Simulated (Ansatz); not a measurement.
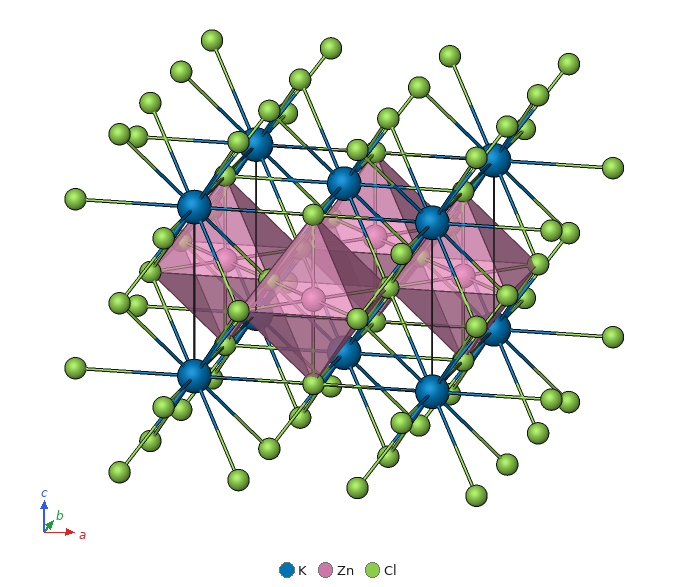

Drawn in the polyhedral manner and seen slightly off an axis. The frame is the conventional unit cell; atoms at its boundary are shown with their periodic copies. Some neighbours outside the box are added.

KZnCl3, space group Cmmm (No. 65), a = 6.878 Å, b = 6.982 Å, c = 4.900 Å, α = 90.00°, β = 90.00°, γ = 90.00°. Origin of the cell: a structure type filled with these elements by a generator (whether the compound takes this form wasn't checked). The cell was then strained or its atoms displaced on purpose. Ansatz was used for an electronic-structure calculation on it.

This one geometry was computed with Ansatz (DFT, plane waves, PAW) at three levels of theory: PBE, r2SCAN and HSE06. It was relaxed with r2SCAN and then strained.

Question: Which level gives the highest pressure at this volume, and what does that say about its equilibrium volume?

Answer: Highest: PBE (1.6 GPa), which points to the largest equilibrium volume. Lowest, with the smallest volume: r2SCAN (0.0 GPa). Levels within 0.5 GPa of each other can't be told apart.

Question: How does the band gap change with the level of theory?

Answer: PBE: a gap of 1.59 eV, indirect; r2SCAN: a gap of 2.24 eV, indirect; HSE06: a gap of 3.08 eV, indirect.

Question: Collect the results in a table.

Answer:
| level | cutoff (eV) | k-mesh of the run's cell | gap (eV) | pressure (GPa) |
| --- | --- | --- | --- | --- |
| PBE | 420 | 6×6×6 | 1.59 | 1.6 |
| r2SCAN | 500 | 6×6×6 | 2.24 | 0.0 |
| HSE06 | 420 | 4×4×4 | 3.08 | 0.9 |

Gaps are taken on the k-mesh or band path of each run.
